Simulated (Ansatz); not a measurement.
# CeO2 (Fm-3m): from the cell to its phonons

Wanted: phonon frequencies of CeO2 (Fm-3m) and what follows from them.

Main program and level: Ansatz 0.2.0; DFT PBE+U, scalar-relativistic, plane waves, PAW.

**What experiment says.**

“New synchrotron powder diffraction facility for long-duration experiments” (2017, pmc:5294393) reports for CeO2, cubic fluorite, by synchrotron X-ray powder diffraction, refinement (NIST standard powder, 100 micrometre thin sample, 25 keV beam): lattice constant a (cubic a, average of weekly measurements over 17 weeks) 5.41168 ± 2e-05 Å [Average of repeated refinements on a certified reference powder (certified a = 5.41165 …].

“Probing individual layers in functional oxide multilayers by wavelength-dependent Raman scattering” (2012, arxiv:1205.3334) reports for CeO2, fluorite, by Raman scattering (strain-free reference powder, 300 K): Raman mode (F2g) about 465 cm⁻¹.

### 1. The structure

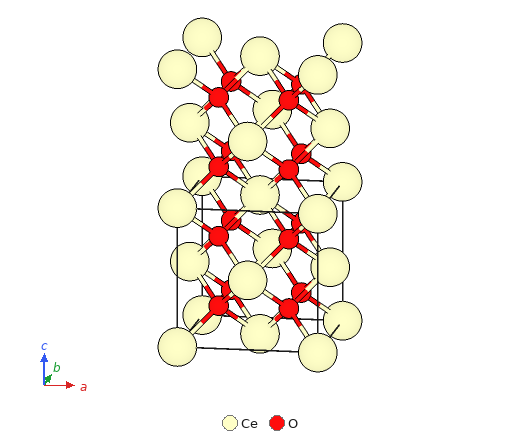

The cell as given, slightly off an axis (cerium light yellow, oxygen red). 1×1×2 cells are drawn. This picture shows the conventional cell, with its axes. Some periodic images of atoms are drawn too.

### 2. Relaxation, k-mesh 6×6×6

Harmonic phonons are second derivatives at a point where the forces vanish, and they are wanted at zero stress, so atoms and cell are relaxed first.

The input, input.yaml:

```yaml
crystal:
  lattice:
    - [0.0, 2.70365, 2.70365]
    - [2.70365, 0.0, 2.70365]
    - [2.70365, 2.70365, 0.0]
  atoms:
    - { symbol: Ce, position: [0.0, 0.0, 0.0] }
    - { symbol: O, position: [0.25, 0.25, 0.25] }
    - { symbol: O, position: [0.75, 0.75, 0.75] }
kpoints:
  mp_grid: { grid: [6, 6, 6] }
hamiltonian:
  xc: pbe
  hubbard: { sites: [{ species: Ce, l: f, u_eff: 5.0 }] }
scf:
  occupations: { method: gaussian, width: 0.02 }
output:
  forces: true
  stress: true
  eigenvalues: true
  write_density: true
  write_potential: true
  elf: true
  volumetric_format: npy
relax:
  adjacent_minimum: "off"
  f_tol: 0.005
  max_steps: 80
  cell: { stress_tol: 0.05 }
```

Started as:

```
> ansatz run input.yaml --threads 4 --pin off --max-ram 14336MiB --backend cpu --events-out ev --progress --plain --runs-dir out
```

Numbers of over 12 decimals in the logs are rounded to 6 here.

What it wrote:

```text
Ce: projections on atomic orbitals take those of the free atom [Kr 4d10] 4f1 5s2 5p6 5d1 6s2, of charge +0.00 (hamiltonian.pseudopotentials.projection_atoms); the dataset's partial waves leave at most 1.4e-5 of an orbital's norm unspanned inside its sphere
O: projections on atomic orbitals take those of the free atom [He] 2s2 2p4, of charge +0.00 (hamiltonian.pseudopotentials.projection_atoms); the dataset's partial waves leave at most 1.9e-8 of an orbital's norm unspanned inside its sphere
band count auto-derived: 22, from the close of a first SCF at 16 (N_el = 24.0; filled up to band 12; 16 by the electrons, moments and atoms)
Engine: ansatz 0.2.0, aarch64-unknown-linux-gnu
Pseudopotentials: kind: paw
Pseudopotential: Ce, paw, valence charge 12, recommended cutoff 420 eV (normal), Ce.paw.azcp
Pseudopotential: O, paw, valence charge 6, recommended cutoff 420 eV (normal), O.paw.azcp
Functional definition: PBE
  parameter kappa = 0.804
  parameter beta = 0.066725
  exchange = pbe_x(kappa = kappa, mu = beta*pi^2/3)
  correlation = pbe_c(beta = beta)
Crystal: 3 atoms, lattice volume = 39.526 Å³
Basis set: ecut = 420 eV, 749 PW (Γ), exchange–correlation on 54×54×54 points (8 copies of the dense FFT grid, shifted against one another)
Bands: 16, of which v1, the nominal top of the filled ones, is band 12 counted from 1 (11 counted from 0)
Symmetry: 48 space group operations
Space group: Fm-3m (ITA 225), of the structure as read, at distance tolerance 3.4e-5 Å
k-points: 16 of 216
Non-local potential: Ce, projectors of the file, l = 0: 3, l = 1: 2, l = 2: 2, l = 3: 3
Non-local potential: O, projectors of the file, l = 0: 2, l = 1: 2, l = 2: 1
PAW form: soft (Blöchl's): semilocal exchange-correlation on the pseudo side does not see the compensation charge
PAW one-centre angular grid: Ce, 590 points (default); XC on 64 Gauss nodes
PAW one-centre angular grid: O, 110 points (default); XC on 64 Gauss nodes
Initial density: superposition of atomic densities (chi_scale 0.1, normalization cell, long waves kept (reshape's long-wave potential 0.00 eV rms))
Initial wavefunctions: pseudopotential atomic-orbital guess
Functional: x = pbe(κ = 0.804, μ = 0.219515), c = pbe(β = 0.066725)
SCF iter   1: F=—  HF=-7718.107846 eV  |F-HF|=—  |Δ(HF+E_count)|=         —  Δρ=2.20e-1  dr2=1.15e1  ethr=3.10e-3  ⟨swp⟩=4.9  Hψ=1204  notcnv=0
preconditioner: auto → none  [insulator: Δε(μ)=5.930 eV  Ē_g=15.368 eV  σ=0.020 eV  W_gap=1.00  n_scr=14 (ndim 8)  ℏωp=27.7 eV  f_vac=0.002  D(μ)=0.00/eV (n_scr^D=0)  ε∞_Penn≈4.2]
SCF iter   2: F=—  HF=-7717.202675 eV  |F-HF|=—  |Δ(HF+E_count)|=   9.05e-1  Δρ=3.49e-1  dr2=5.82e1  ethr=3.10e-3  ⟨swp⟩=6.0  Hψ=997  notcnv=0  recentre
SCF iter   3: F=—  HF=-7715.966732 eV  |F-HF|=—  |Δ(HF+E_count)|=    1.24e0  Δρ=1.56e-1  dr2=6.34e0  ethr=3.10e-3  ⟨swp⟩=6.0  Hψ=1159  notcnv=0  defer=1
SCF iter   4: F=—  HF=-7714.529859 eV  |F-HF|=—  |Δ(HF+E_count)|=    1.44e0  Δρ=1.06e-1  dr2=2.24e0  ethr=3.10e-3  ⟨swp⟩=5.0  Hψ=835  notcnv=0  defer=3
SCF iter   5: F=—  HF=-7713.852048 eV  |F-HF|=—  |Δ(HF+E_count)|=   6.78e-1  Δρ=3.28e-2  dr2=8.82e-2  ethr=3.10e-3  ⟨swp⟩=4.6  Hψ=709  notcnv=0
SCF iter   6: F=—  HF=-7713.892450 eV  |F-HF|=—  |Δ(HF+E_count)|=   4.04e-2  Δρ=3.29e-2  dr2=4.24e-1  ethr=3.68e-4  ⟨swp⟩=4.9  Hψ=711  notcnv=0  defer=2  recentre
SCF iter   7: F=—  HF=-7713.842344 eV  |F-HF|=—  |Δ(HF+E_count)|=   5.01e-2  Δρ=5.22e-3  dr2=4.54e-3  ethr=3.68e-4  ⟨swp⟩=4.6  Hψ=654  notcnv=0
SCF iter   8: F=—  HF=-7713.842032 eV  |F-HF|=—  |Δ(HF+E_count)|=   3.13e-4  Δρ=1.32e-3  dr2=6.53e-4  ethr=1.89e-5  ⟨swp⟩=3.5  Hψ=597  notcnv=0
SCF iter   9: F=—  HF=-7713.841913 eV  |F-HF|=—  |Δ(HF+E_count)|=   1.18e-4  Δρ=2.20e-4  dr2=1.82e-5  ethr=2.72e-6  ⟨swp⟩=2.1  Hψ=377  notcnv=0
SCF iter  10: F=—  HF=-7713.841914 eV  |F-HF|=—  |Δ(HF+E_count)|=   2.72e-7  Δρ=5.93e-5  dr2=1.95e-6  ethr=7.59e-8  ⟨swp⟩=2.2  Hψ=444  notcnv=0
SCF iter  11: F=—  HF=-7713.841914 eV  |F-HF|=—  |Δ(HF+E_count)|=   1.08e-7  Δρ=4.89e-5  dr2=8.96e-7  ethr=8.11e-9  ⟨swp⟩=1.9  Hψ=308  notcnv=0
SCF iter  12: F=-7713.841913 eV  HF=-7713.841913 eV  |F-HF|=4.86e-10  |Δ(HF+E_count)|=   1.58e-7  Δρ=1.39e-6  dr2=7.51e-10  ethr=4.17e-10  ⟨swp⟩=7.9  Hψ=1805  notcnv=0
SCF 1, on 16 bands, converged in 12 iterations: F = -7713.841913 eV; the run's SCF on all bands comes behind
  greatest PAW one-centre occupation: 0.993 electrons in one spin orbital (limit 2), on the Ce atom at site 0 (counted from 0), in its partial waves of l = 0
Bands: 22, of which v1, the nominal top of the filled ones, is band 12 counted from 1 (11 counted from 0)
Initial density: handed on by an earlier stage of this run
iter 1 solved again at ethr=5.86e-8 eV; its pass at ethr=3.10e-3 eV (dr2=1.41e-5 eV) is discarded
SCF iter   1: F=—  HF=-7713.841913 eV  |F-HF|=—  |Δ(HF+E_count)|=         —  Δρ=1.89e-6  dr2=1.20e-9  ethr=5.86e-8  ⟨swp⟩=3.8  Hψ=2696  notcnv=0
eigensolver tolerance schedule: the retry pair's looser diagonalisation over-reported the residual by 11715.24 of it (diagonalisation noise at 0.28 of the residual, at the tolerance the schedule requests for it); recorded, not acted on — ethr = c·dr2/N_el stays at c = 1.0e-1
preconditioner: auto → none  [insulator: Δε(μ)=2.532 eV  Ē_g=12.244 eV  σ=0.020 eV  W_gap=1.00  n_scr=14 (ndim 8)  ℏωp=27.7 eV  f_vac=0.037  D(μ)=0.00/eV (n_scr^D=0)  ε∞_Penn≈6.1]
SCF iter   2: F=-7713.841913 eV  HF=-7713.841913 eV  |F-HF|=6.20e-9  |Δ(HF+E_count)|=   1.47e-9  Δρ=3.94e-6  dr2=6.52e-9  ethr=5.00e-12  ⟨swp⟩=10.7  Hψ=2120  notcnv=0
SCF 2 converged in 2 iterations: F = -7713.841913 eV  dr2 = 6.52e-9
relax step   1: F+E_penalty+E_count = -7713.84191345 eV  Δ(F+E_penalty+E_count) = +0.000e0 eV  max|allowed force component| = 1.542e-17 eV/Å  Δτ_max = 0.0000 Å  P = +6.989 GPa  Ω = 39.526 Å³  (14 SCF iters, dr2 threshold 1.00e-7 eV, accepted)
Crystal: 3 atoms, lattice volume = 42.030 Å³
Basis set: ecut = 420 eV, 869 PW (Γ), exchange–correlation on 54×54×54 points (8 copies of the dense FFT grid, shifted against one another)
Initial wavefunctions: those handed on with the density
iter 1 solved again at ethr=6.12e-4 eV; its pass at ethr=3.10e-3 eV (dr2=1.47e-1 eV) is discarded
SCF iter   1: F=—  HF=-7713.862744 eV  |F-HF|=—  |Δ(HF+E_count)|=         —  Δρ=1.93e-2  dr2=1.49e-1  ethr=6.12e-4  ⟨swp⟩=1.1  Hψ=2182  notcnv=0
preconditioner: auto → none  [insulator: Δε(μ)=2.025 eV  Ē_g=11.713 eV  σ=0.020 eV  W_gap=1.00  n_scr=14 (ndim 8)  ℏωp=26.9 eV  f_vac=0.055  D(μ)=0.00/eV (n_scr^D=0)  ε∞_Penn≈6.3]
[...]
SCF iter   7: F=—  HF=-7713.844927 eV  |F-HF|=—  |Δ(HF+E_count)|=   1.75e-6  Δρ=2.44e-5  dr2=1.68e-7  ethr=1.25e-9  ⟨swp⟩=12.4  Hψ=3072  notcnv=0
SCF iter   8: F=-7713.844927 eV  HF=-7713.844927 eV  |F-HF|=6.41e-8  |Δ(HF+E_count)|=   6.45e-8  Δρ=1.83e-5  dr2=8.83e-8  ethr=6.98e-10  ⟨swp⟩=7.6  Hψ=2402  notcnv=0
SCF 3 converged in 8 iterations: F = -7713.844927 eV  dr2 = 8.83e-8
  greatest PAW one-centre occupation: 0.992 electrons in one spin orbital (limit 2), on the Ce atom at site 0 (counted from 0), in its partial waves of l = 0
relax step   2: F+E_penalty+E_count = -7713.84492728 eV  Δ(F+E_penalty+E_count) = -3.014e-3 eV  max|allowed force component| = 2.930e-17 eV/Å  Δτ_max = 0.0000 Å  P = -4.891 GPa  Ω = 42.030 Å³  energy of the carried Pulay correction = -8.673e-3 eV  (8 SCF iters, dr2 threshold 3.00e-7 eV, accepted)
Crystal: 3 atoms, lattice volume = 40.961 Å³
Basis set: ecut = 420 eV, 821 PW (Γ), exchange–correlation on 54×54×54 points (8 copies of the dense FFT grid, shifted against one another)
iter 1 solved again at ethr=7.85e-5 eV; its pass at ethr=3.10e-3 eV (dr2=1.88e-2 eV) is discarded
SCF iter   1: F=—  HF=-7713.868750 eV  |F-HF|=—  |Δ(HF+E_count)|=         —  Δρ=7.10e-3  dr2=1.89e-2  ethr=7.85e-5  ⟨swp⟩=1.1  Hψ=2111  notcnv=0
preconditioner: auto → none  [insulator: Δε(μ)=2.487 eV  Ē_g=12.108 eV  σ=0.020 eV  W_gap=1.00  n_scr=14 (ndim 8)  ℏωp=27.2 eV  f_vac=0.035  D(μ)=0.00/eV (n_scr^D=0)  ε∞_Penn≈6.1]
SCF iter   2: F=—  HF=-7713.879853 eV  |F-HF|=—  |Δ(HF+E_count)|=   1.11e-2  Δρ=1.47e-2  dr2=1.05e-1  ethr=7.85e-5  ⟨swp⟩=3.0  Hψ=844  notcnv=0  recentre
SCF iter   3: F=—  HF=-7713.866095 eV  |F-HF|=—  |Δ(HF+E_count)|=   1.38e-2  Δρ=1.64e-3  dr2=7.53e-4  ethr=7.85e-5  ⟨swp⟩=3.2  Hψ=776  notcnv=0
SCF iter   4: F=—  HF=-7713.866079 eV  |F-HF|=—  |Δ(HF+E_count)|=   1.59e-5  Δρ=4.13e-4  dr2=8.78e-5  ethr=3.14e-6  ⟨swp⟩=2.5  Hψ=590  notcnv=0
SCF iter   5: F=—  HF=-7713.866066 eV  |F-HF|=—  |Δ(HF+E_count)|=   1.28e-5  Δρ=2.22e-4  dr2=2.07e-5  ethr=3.66e-7  ⟨swp⟩=1.4  Hψ=374  notcnv=0
SCF iter   6: F=-7713.866065 eV  HF=-7713.866065 eV  |F-HF|=1.49e-7  |Δ(HF+E_count)|=   1.15e-6  Δρ=1.89e-5  dr2=2.07e-7  ethr=1.25e-9  ⟨swp⟩=9.4  Hψ=2622  notcnv=0
SCF 4 converged in 6 iterations: F = -7713.866065 eV  dr2 = 2.07e-7
relax step   3: F+E_penalty+E_count = -7713.86606489 eV  Δ(F+E_penalty+E_count) = -2.114e-2 eV  max|allowed force component| = 2.621e-17 eV/Å  Δτ_max = 0.0000 Å  P = -0.261 GPa  Ω = 40.961 Å³  energy of the carried Pulay correction = -5.039e-3 eV  (6 SCF iters, dr2 threshold 3.00e-7 eV, accepted)
[...]
relax step   4: F+E_penalty+E_count = -7713.86631305 eV  Δ(F+E_penalty+E_count) = -2.482e-4 eV  max|allowed force component| = 7.556e-17 eV/Å  Δτ_max = 0.0000 Å  P = +0.012 GPa  Ω = 40.903 Å³  energy of the carried Pulay correction = -4.836e-3 eV  (4 SCF iters, dr2 threshold 1.71e-7 eV, accepted)
[...]
relax step   5: F+E_penalty+E_count = -7713.87159302 eV  Δ(F+E_penalty+E_count) = -5.280e-3 eV  max|allowed force component| = 8.943e-17 eV/Å  Δτ_max = 0.0000 Å  P = +0.249 GPa  Ω = 40.903 Å³  stress off target by 2.49e-1 GPa  SCF on the basis re-selected at this cell (its energy is not comparable with the rows above)  (7 SCF iters)
[...]
relax step   6: F+E_penalty+E_count = -7713.87144524 eV  Δ(F+E_penalty+E_count) = +1.478e-4 eV  max|allowed force component| = 8.172e-17 eV/Å  Δτ_max = 0.0000 Å  P = +0.008 GPa  Ω = 40.956 Å³  energy of the carried Pulay correction = -1.904e-4 eV  (4 SCF iters, dr2 threshold 1.55e-7 eV, accepted)
iter 1 solved again at ethr=6.01e-8 eV; its pass at ethr=3.10e-3 eV (dr2=1.44e-5 eV) is discarded
SCF iter   1: F=—  HF=-7713.871448 eV  |F-HF|=—  |Δ(HF+E_count)|=         —  Δρ=8.48e-6  dr2=1.30e-8  ethr=6.01e-8  ⟨swp⟩=4.0  Hψ=2771  notcnv=0
preconditioner: auto → none  [insulator: Δε(μ)=2.389 eV  Ē_g=12.036 eV  σ=0.020 eV  W_gap=1.00  n_scr=14 (ndim 8)  ℏωp=27.2 eV  f_vac=0.039  D(μ)=0.00/eV (n_scr^D=0)  ε∞_Penn≈6.1]
SCF iter   2: F=—  HF=-7713.871445 eV  |F-HF|=—  |Δ(HF+E_count)|=   3.24e-6  Δρ=6.02e-6  dr2=8.76e-9  ethr=5.41e-11  ⟨swp⟩=2.7  Hψ=577  notcnv=0
SCF iter   3: F=—  HF=-7713.871445 eV  |F-HF|=—  |Δ(HF+E_count)|=   5.65e-9  Δρ=8.80e-6  dr2=3.91e-8  ethr=3.65e-11  ⟨swp⟩=2.1  Hψ=511  notcnv=0  recentre
SCF iter   4: F=—  HF=-7713.871445 eV  |F-HF|=—  |Δ(HF+E_count)|=   5.44e-9  Δρ=1.28e-6  dr2=3.10e-10  ethr=3.65e-11  ⟨swp⟩=2.2  Hψ=491  notcnv=0
SCF iter   5: F=-7713.871445 eV  HF=-7713.871445 eV  |F-HF|=2.36e-11  |Δ(HF+E_count)|=  2.47e-10  Δρ=1.43e-7  dr2=8.86e-12  ethr=1.00e-12  ⟨swp⟩=5.2  Hψ=1630  notcnv=0
SCF 8 converged in 5 iterations: F = -7713.871445 eV  dr2 = 8.86e-12
relax step   7: F+E_penalty+E_count = -7713.87144524 eV  Δ(F+E_penalty+E_count) = -3.161e-9 eV  max|allowed force component| = 9.098e-17 eV/Å  Δτ_max = 0.0000 Å  P = +0.011 GPa  Ω = 40.956 Å³  stress off target by 1.07e-2 GPa  SCF on the basis re-selected at this cell (its energy is not comparable with the rows above)  (5 SCF iters)
basis re-selected at this cell: Δ(F+E_penalty+E_count) = -3.161e-9 eV, ΔP = +0.003 GPa vs the last step (what re-selecting the basis moved, of the pressure what is left beyond the Pulay correction that the steps carried, after the strain that the cell walked since its last selection, with what the two solves' SCF thresholds leave and, on support functions, any second-order correction that the steps lacked; it is no m [...]
SCF converged after 5 iterations
Free energy (F): -7713.871445 eV
Harris-Foulkes:  -7713.871445 eV  (|F-HF|=2.36e-11)
Internal energy: -7713.871445 eV  (E = F + TS)
E sigma→0 (E₀):  -7713.871445 eV
Fermi energy:    12.071292 eV
--- Per-component energies (eV) ---
  E_band       = 17.578719
  E_kinetic    = 745.111506
  E_local      = -938.057759  (includes V_loc(G=0)·N_el)
  E_nonlocal   = 18.312265
  E_hartree    = 333.201474
  E_xc         = -382.939239
  E_vxc        = -451.393276  (∫ρ·V_xc dr)
  E_hubbard    = 1.663060  (on-site DFT+U / exact-exchange correction)
  E_vhub       = 1.523905  (the Hubbard potential's part of the band-sum identity)
  E_paw        = -5780.934597  (= ΣΔE_a)
  E_vpaw       = -24.325762  (= ΣTr[D̂ρ^β])
  E_aug_tail   = 0.004845  (compensation charges beyond the density's cutoff)
  E_ewald      = -1710.233000
  E_smearing   = -0.000000  (= −TS)
  E_closure    = 0.000000  (closes the sum)
  Σ components = -7713.871445   (vs F -7713.871445, Δ=0.00e0)
--- Forces (eV/Å), atoms counted from 1 ---
  atom   1  Ce    -0.00000000     0.00000000    -0.00000000
  atom   2  O      0.00000000     0.00000000     0.00000000
  atom   3  O     -0.00000000    -0.00000000    -0.00000000
  max |Σ_I F_I| component: 2.78e-17 eV/Å
--- Stress (GPa, compression-positive) ---
        0.010721      -0.000000      -0.000000
       -0.000000       0.010721       0.000000
       -0.000000       0.000000       0.010721
  P = ⅓ Tr σ = 0.0107 GPa (0.107 kbar)
--- Band table (eV; the first three rows and the last of 16) ---
  k-point 0: bands = [... 8 lower, 7.1317, 10.5877, 10.5877, 10.5877, 13.2930, 13.6787, 13.6787, 13.6787, ... 6 higher]
  k-point 1: bands = [... 8 lower, 7.7797, 10.2952, 10.4343, 10.4343, 13.3266, 13.6458, 13.6458, 13.6805, ... 6 higher]
  k-point 2: bands = [... 8 lower, 9.0422, 9.8914, 10.2680, 10.2680, 13.3763, 13.5520, 13.5520, 13.5931, ... 6 higher]
  k-point 15: bands = [... 8 lower, 9.8067, 10.0159, 10.2387, 10.4355, 13.3793, 13.4612, 13.5007, 13.6031, ... 6 higher]
Occupation matrices written to <dir>
--- Relaxed structure (5 steps of the walk, 5 accepted, 2 SCFs on fresh bases) ---
  F+E_penalty+E_count = -7713.87144524 eV   max|allowed force component| = 9.098e-17 eV/Å   (the final SCF, on the basis selected at the relaxed cell)
  cell:  # Å, volume = 40.9560 Å³
    - [0, 2.735873, 2.735873]
    - [2.735873, 0, 2.735873]
    - [2.735873, 2.735873, 0]
  atoms:
    - { symbol: Ce, position: [0, 0, 0] }
    - { symbol: O, position: [0.25, 0.25, 0.25] }
    - { symbol: O, position: [0.75, 0.75, 0.75] }
```

The job ended after 4.6 s (4 threads of Arm Neoverse V1, shared host; peak memory 0.34 GiB; 14 s of CPU time).

The steps of the relaxation:

| step | energy less that of the first step (eV) | largest force component (eV/Å) | pressure (GPa) | volume (Å³) |
| --- | --- | --- | --- | --- |
| 1 | 0.0000 | 0.0000 | 6.99 | 39.53 |
| 2 | -0.0030 | 0.0000 | -4.89 | 42.03 |
| 3 | -0.0242 | 0.0000 | -0.26 | 40.96 |
| 4 | -0.0244 | 0.0000 | 0.01 | 40.90 |
| 5* | -0.0297 | 0.0000 | 0.25 | 40.90 |
| 6 | -0.0295 | 0.0000 | 0.01 | 40.96 |
| 7* | -0.0295 | 0.0000 | 0.01 | 40.96 |

Relaxation steps marked * repeat the geometry before them on a plane-wave basis chosen anew for their cell, so energy and pressure can jump there.

The run keeps the 48 symmetry operations that it works with, so distortions that break them were not tested.

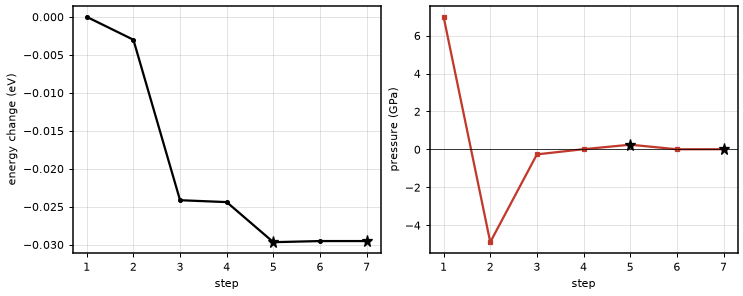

Energy and pressure along the relaxation. Stars mark steps on a basis chosen anew.

| conventional cell, symmetrised | before | after | change |
| --- | --- | --- | --- |
| a (Å) | 5.407 | 5.472 | +1.2 % |
| b (Å) | 5.407 | 5.472 | +1.2 % |
| c (Å) | 5.407 | 5.472 | +1.2 % |
| volume (Å³/atom) | 13.18 | 13.65 | +3.6 % |

The relaxed structure:

```xyz
3
Lattice="0.0000 2.7359 2.7359 2.7359 0.0000 2.7359 2.7359 2.7359 0.0000" Properties=species:S:1:pos:R:3 pbc="T T T"
Ce    0.0000    0.0000    0.0000
O     1.3679    1.3679    1.3679
O     4.1038    4.1038    4.1038
```

This step gave:

```yaml
pressure: 0.01072 GPa
gap_on_the_k_mesh: 2.389 eV
volume_per_atom: 13.65 Å³
direct_gap_on_mesh: 2.502 eV
```

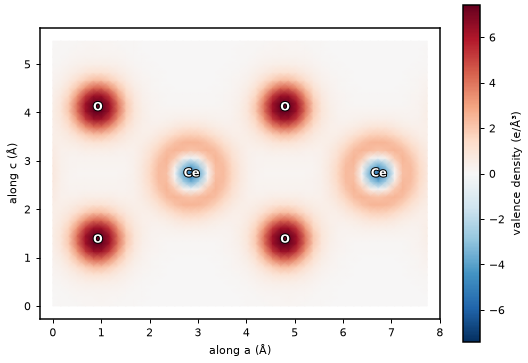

Valence density in the ac plane of a cell with a along [110], b along [-110] and c along [001] of the cube at fractional y = 0.000, with atoms of Ce and O within 0.2 Å of it. It is the smooth field of the valence electrons, not physical close to the nuclei. The map starts off the cell's origin, so that atoms lie inside it.

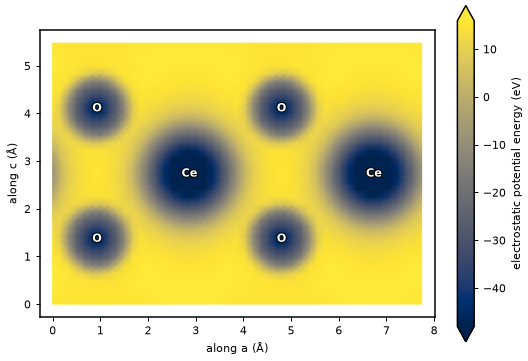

Electrostatic potential energy in the ac plane of a cell with a along [110], b along [-110] and c along [001] of the cube at fractional y = 0.000, with atoms of Ce and O within 0.2 Å of it. With pseudopotentials it is smooth inside the atoms' cores, unlike the true potential. The map starts off the cell's origin, so that atoms lie inside it.

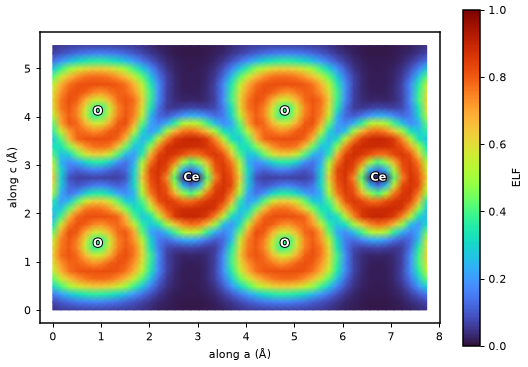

ELF in the ac plane of a cell with a along [110], b along [-110] and c along [001] of the cube at fractional y = 0.000, with atoms of Ce and O within 0.2 Å of it. It is the smooth field of the valence electrons, not physical close to the nuclei. The map starts off the cell's origin, so that atoms lie inside it.

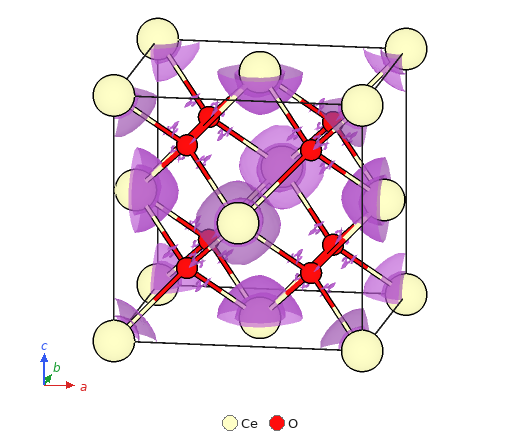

Surface of ELF = 0.82.

In this step the volume went from 13.18 to 13.65 Å³/atom.

(Part 1 of 3 ends here.)

[Logs are printed without paths, hosts, clocks, repeated set-up lines and the standing remarks that a program may print on its own settings, such as how far it seeks lower states.]

[Hosts, paths, dates, database ids (printed as entryN), source tags and the programs' standing remarks are cut or masked in the printed files.]
